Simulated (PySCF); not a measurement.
# TaSF3: relaxation and vibrations of the singlet

The task is one start of a wider search on TaSF3: the singlet, from a see-saw (ligand arrangement 1) start. It is relaxed, tested by its Hessian and followed downhill if it is a saddle.

Method: PBE0, basis Ta def2-SVP with ECP60, S def2-SVP, F def2-SVP, scalar-relativistic core potentials, no spin–orbit coupling, density fitting; program: PySCF 2.14.0.

## Step 1: The system as given

5 atoms, charge 0, spin multiplicity 1.

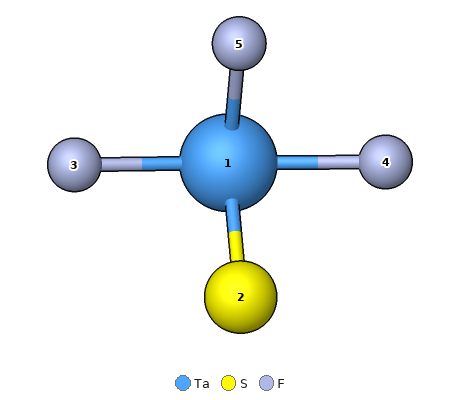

As it starts; tantalum blue, sulfur yellow, fluorine light blue; atoms are numbered from 1 in the order of the file.

Coordinates in bohr (charge 0 multiplicity 1):
```
Ta    0.0000    0.0000    0.0000
S    -3.2760    0.0000    2.5596
F     0.0000    3.9533    0.3458
F     0.0000   -3.9533    0.3458
F     3.1271    0.0000    2.4432
```

## Step 2: The SCF at the typed geometry

One driver script runs all steps and calls PySCF; scf.py shows how it sets up the SCF of each step. The optimiser is the driver's own. After this first run the driver tries any further starts and a stability analysis.

File scf.py:

```python
from pyscf import gto, scf, dft
mol = gto.M(atom='''
Ta     0.000000     0.000000     0.000000
S     -1.733600     0.000000     1.354500
F      0.000000     2.092000     0.183000
F     -0.000000    -2.092000     0.183000
F      1.654800     0.000000     1.292900''',
    basis={'Ta': 'def2-SVP', 'S': 'def2-SVP', 'F': 'def2-SVP'},
    ecp={'Ta': 'def2-SVP'},
    charge=0, spin=0)
mf = dft.RKS(mol, xc='PBE0')
mf.grids.atom_grid = (50, 194)
aux = {'Ta': 'def2-universal-JKFIT', 'S': 'def2-universal-JKFIT', 'F': 'def2-universal-JKFIT'}
mf = mf.density_fit(auxbasis=aux)
mf.conv_tol = 1e-08
mf.diis_space = 10
mf.max_cycle = 60
mf.init_guess = 'minao'
mf.verbose = 4
mf.kernel()
```

On the command line:

```console
OMP_NUM_THREADS=2 python axn.py task.json out
```

Output:

```text
init E= -741.028713287023
  HOMO = -0.519543426303158  LUMO = -0.434761530408215  gap/eV = 2.30703
cycle= 1 E= -753.670963489532  delta_E= -12.6  |g|= 1.25  |ddm|= 7.91
  HOMO = -0.145855881293399  LUMO = -0.0518843447708702  gap/eV = 2.55710
cycle= 2 E= -752.857156532622  delta_E= 0.814  |g|=  2.1  |ddm|= 3.15
  HOMO = -0.273425328951163  LUMO = -0.155372971535741  gap/eV = 3.21237
cycle= 3 E= -754.054330000731  delta_E= -1.2  |g|= 0.225  |ddm|= 2.17
  HOMO = -0.301829799317705  LUMO = -0.19095707669651  gap/eV = 3.01700
cycle= 4 E= -754.020056031931  delta_E= 0.0343  |g|= 0.449  |ddm|= 0.562
  HOMO = -0.310354672040811  LUMO = -0.174412315800225  gap/eV = 3.69918
cycle= 5 E= -754.064270190266  delta_E= -0.0442  |g|= 0.0995  |ddm|= 0.421
  HOMO = -0.299291593101896  LUMO = -0.1721861433169  gap/eV = 3.45872
cycle= 6 E= -754.067266518439  delta_E= -0.003  |g|= 0.0243  |ddm|= 0.119
  HOMO = -0.299753642260582  LUMO = -0.170917236781302  gap/eV = 3.50582
cycle= 7 E= -754.067366835875  delta_E= -0.0001  |g|= 0.0106  |ddm|= 0.024
  HOMO = -0.300067337995381  LUMO = -0.171154269875764  gap/eV = 3.50790
cycle= 8 E= -754.067391820967  delta_E= -2.5e-05  |g|= 0.00268  |ddm|= 0.00992
  HOMO = -0.300123456044232  LUMO = -0.171265094178881  gap/eV = 3.50641
cycle= 9 E= -754.067394289624  delta_E= -2.47e-06  |g|= 0.00089  |ddm|= 0.00421
  HOMO = -0.300075514147285  LUMO = -0.17127500832866  gap/eV = 3.50484
cycle= 10 E= -754.067394613301  delta_E= -3.24e-07  |g|= 0.000132  |ddm|= 0.00167
  HOMO = -0.300083692669253  LUMO = -0.171276899459157  gap/eV = 3.50501
cycle= 11 E= -754.067394619848  delta_E= -6.55e-09  |g|= 5.86e-05  |ddm|= 0.000225
  HOMO = -0.300093775729959  LUMO = -0.171268263187527  gap/eV = 3.50552
Extra cycle  E= -754.067394606359  delta_E= 1.35e-08  |g|= 0.000216  |ddm|= 0.000293
converged SCF energy = -754.067394606359
```

This step, with its further starts and checks, needed 10 s of wall time on 2 threads of Arm Neoverse V1, shared host.

The starts that the driver tried:

| start | energy (Eh) |
| --- | --- |
| the minimal-basis guess | -754.067395 |
| a thermally smeared density | -754.067395 |
| a smeared PBE density | -754.067395 |

No lower closed-shell solution turned up from the other starts or in the test of internal stability.

## Step 3: Relaxing the singlet from the see-saw (ligand arrangement 1) start

The program finds Cs symmetry in the start, which this walk keeps. The walk stops when the largest gradient is under 0.0003 Eh/bohr and the energy has settled too.

Changes to scf.py since step 2:

```diff
@@ -3,5 +3,5 @@
-Ta     0.000000     0.000000     0.000000
-S     -1.733600     0.000000     1.354500
-F      0.000000     2.092000     0.183000
-F     -0.000000    -2.092000     0.183000
-F      1.654800     0.000000     1.292900''',
+Ta     0.088873     0.000000    -0.277208
+S     -1.644727     0.000000     1.077292
+F      0.088873     2.092000    -0.094208
+F      0.088873    -2.092000    -0.094208
+F      1.743673     0.000000     1.015692''',
@@ -18 +17,0 @@
-mf.init_guess = 'minao'
```

Energy and gradient, step by step:

| step | energy (Eh) | change (kJ/mol) | largest symmetric gradient (Eh/bohr) |
| --- | --- | --- | --- |
| 0 | -754.067395 | 0.00 | 0.14318 |
| 1 | -754.139140 | -188.37 | 0.05319 |
| 2 | -754.168094 | -264.39 | 0.04309 |
| 3 | -754.191663 | -326.27 | 0.02190 |
| 4 | -754.206317 | -364.74 | 0.01681 |
| 5 | -754.210867 | -376.69 | 0.01598 |
| 6 | -754.211141 | -377.41 | 0.03875 |
| 7 | -754.212924 | -382.09 | 0.00218 |
| 8 | -754.212975 | -382.22 | 0.00072 |
| 9 | -754.212983 | -382.24 | 0.00007 |

The walk took 27 s.

Geometry (Å) and forces (eV/Å) at some steps:

```
step 0
Ta   0.089   0.000  -0.277   0.972   0.000   7.363
S   -1.645   0.000   1.077   1.514   0.000  -1.471
F    0.089   2.092  -0.094   0.507  -3.715  -1.498
F    0.089  -2.092  -0.094   0.507   3.715  -1.498
F    1.744   0.000   1.016  -3.501   0.000  -2.897
step 1
Ta   0.093   0.000  -0.122   1.222   0.000   2.735
S   -1.648   0.000   1.090  -0.318   0.000   0.460
F    0.126   1.980  -0.159   0.394  -2.053  -1.160
F    0.126  -1.980  -0.159   0.394   2.053  -1.160
F    1.669   0.000   0.976  -1.692   0.000  -0.875
step 5
Ta   0.111   0.000   0.235   0.393   0.000  -0.370
S   -1.660   0.000   1.460   0.145   0.000  -0.174
F    0.172   1.629  -0.734  -0.128  -0.822   0.335
F    0.172  -1.629  -0.734  -0.128   0.822   0.335
F    1.571   0.000   1.401  -0.281   0.000  -0.126
step 9
Ta   0.152   0.000   0.277  -0.003   0.000   0.000
S   -1.649   0.000   1.448  -0.003   0.000  -0.008
F    0.135   1.536  -0.781   0.004   0.001   0.000
F    0.135  -1.536  -0.781   0.004  -0.001   0.000
F    1.592   0.000   1.465  -0.001   0.000   0.008
```

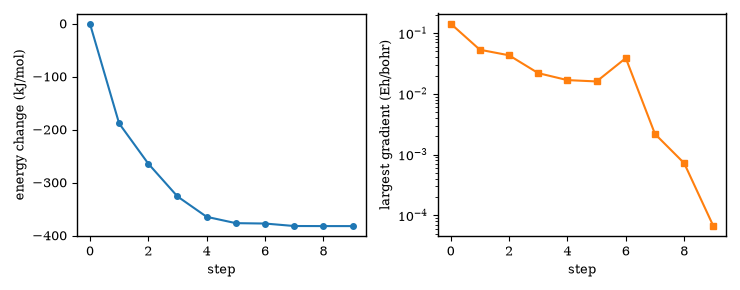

Energy and largest gradient along the walk.

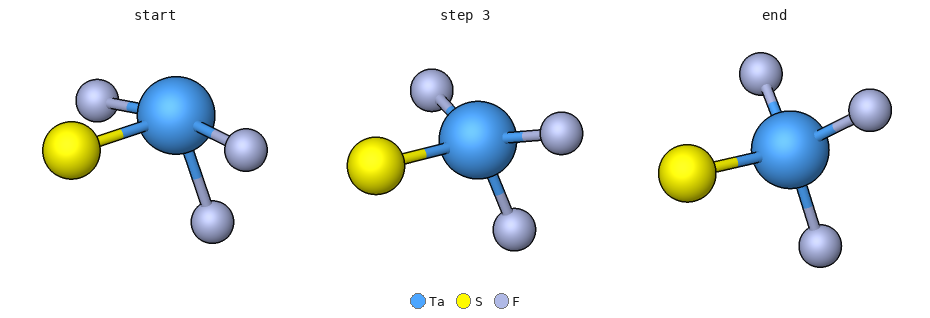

The geometry along the walk, at one scale.

After 9 steps and 382.2 kJ/mol it ends at C3v: Ta–F 1.866 Å (×3), Ta–S 2.149 Å; F–Ta–F 110.9°, F–Ta–F 111.6° (×2), F–Ta–S 107.5° (×3).

## Step 4: Frequencies

The point is checked on the finer grid, and tightened if its gradient asks for it. The Hessian and the dipole derivatives come from central differences of analytic gradients, with steps of 0.02 bohr.

Changes to scf.py since step 3:

```diff
@@ -3,5 +3,5 @@
-Ta     0.088873     0.000000    -0.277208
-S     -1.644727     0.000000     1.077292
-F      0.088873     2.092000    -0.094208
-F      0.088873    -2.092000    -0.094208
-F      1.743673     0.000000     1.015692''',
+Ta     0.114486     0.000000    -0.073543
+S     -1.693313    -0.000000     1.087738
+F      0.105555     1.541482    -1.125582
+F      0.105555    -1.541482    -1.125582
+F      1.548568     0.000000     1.120795''',
@@ -12 +12 @@
-mf.grids.atom_grid = (50, 194)
+mf.grids.atom_grid = (75, 302)
@@ -15 +15 @@
-mf.conv_tol = 1e-08
+mf.conv_tol = 1e-10
```

This SCF starts from the last density.

Log of the central SCF (cycles and frontier levels):

```text
init E= -754.213162121793
  HOMO = -0.309326363126858  LUMO = -0.0827785944627812  gap/eV = 6.16468
cycle= 1 E= -754.213162121782  delta_E= 1.13e-11  |g|= 6.73e-06  |ddm|= 9.96e-06
  HOMO = -0.309327027032945  LUMO = -0.0827769299839369  gap/eV = 6.16474
Extra cycle  E= -754.213162121692  delta_E= 9.05e-11  |g|= 1.87e-05  |ddm|= 2.73e-05
converged SCF energy = -754.213162121692
```

The whole step took 41 s.

Geometry: C3v; Ta–F 1.866 Å (×3), Ta–S 2.149 Å; F–Ta–F 111.4° (×3), F–Ta–S 107.5° (×3).

Modes, for the most abundant isotopes:

```
symmetry  ω (cm⁻¹)  IR (km/mol)     type
       e       156         25.5     bend
      a1       190          7.2     bend
       e       195          0.4     bend
      a1       566         56.2  stretch
      a1       707         87.2  stretch
       e       711          236  stretch
```

All wavenumbers are real: a minimum.

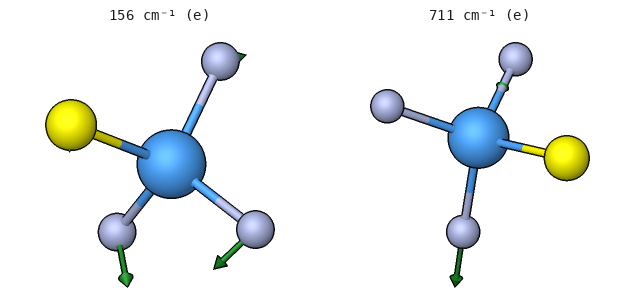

How the atoms move in 2 of the modes.

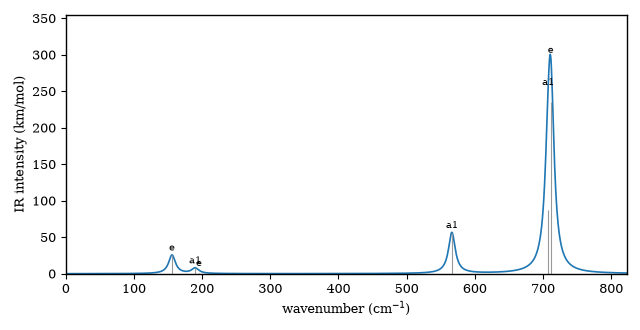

The harmonic infrared spectrum (widths in cm⁻¹). Lines are broadened to a width of 12 cm⁻¹ (Lorentzian).

Constants and moments:

```
Dipole moment                                                   : 1.64 D
Highest occupied level                                          : -8.42 eV
Lowest empty level                                              : -2.25 eV
Rotational constants                                            : 0.09336, 0.0672, 0.0672 cm⁻¹
Zero-point energy                                               : 21.5 kJ/mol
Principal polarisabilities                                      : 38.5, 38.5, 63.7 bohr³
Atomisation energy without zero-point energy                    : 2391 kJ/mol
Principal traceless quadrupole moments about the centre of mass : -0.24, -0.24, 0.49 D Å
Entropy at 298.15 K and 1 bar                                   : 340.7 J/(mol K)
Heat capacity Cp at 298.15 K                                    : 87.1 J/(mol K)
Enthalpy at 298.15 K above 0 K                                  : 19.07 kJ/mol
Rotational symmetry number                                      : 3
```

Charges (e) and bond orders:

```csv
atom,Mulliken,Löwdin,polar tensor,Mayer order to Ta1
Ta1,1.20,0.15,2.38,–
S2,-0.26,0.18,-0.55,2.29
"F3,4,5",-0.31,-0.11,-0.61,1.09
```

Outer orbital energies (eV). occupied: -13.73, -13.24, -12.89, -12.89, -12.85, -9.52, -8.42, -8.42; empty: -2.25, -2.25, -1.18, -0.65.

Mulliken populations on Ta1 (outside its core potential): s 2.38, p 6.36, d 2.85, f 0.21.

## Step 5: Would spin polarisation lower it?

At the lowest minimum the closed shell is tested against spin polarisation, on the (50, 194) grid. It is stable.

## Step 6: Outcome

```
                                 quantity                                                                    value
                                  minimum                                                             singlet, C3v
                                 geometry  Ta–F 1.866 Å (×3), Ta–S 2.149 Å; F–Ta–F 111.4° (×3), F–Ta–S 107.5° (×3)
                       wavenumbers (cm⁻¹)                  156 (e), 190 (a1), 195 (e), 566 (a1), 707 (a1), 711 (e)
                            dipole moment                                                                   1.64 D
     highest occupied, lowest empty level                                                          -8.42, -2.25 eV
               polar-tensor charge of Ta1                                                                  +2.38 e
                        zero-point energy                                                              21.5 kJ/mol
                      entropy at 298.15 K                                                          340.7 J/(mol K)
atomisation energy (no zero-point energy)                                                              2391 kJ/mol
```

**Reading.** The see-saw (ligand arrangement 1) start (Cs) ends in a minimum of C3v symmetry. In the infrared the band at 711 cm⁻¹ (e, stretch) leads. Only this shape and spin were tried, so other structures or states may lie lower. Spin–orbit coupling, left out here, can matter for elements this heavy.

The search up to here needed 82 s of wall time on 2 threads of Arm Neoverse V1, shared host.
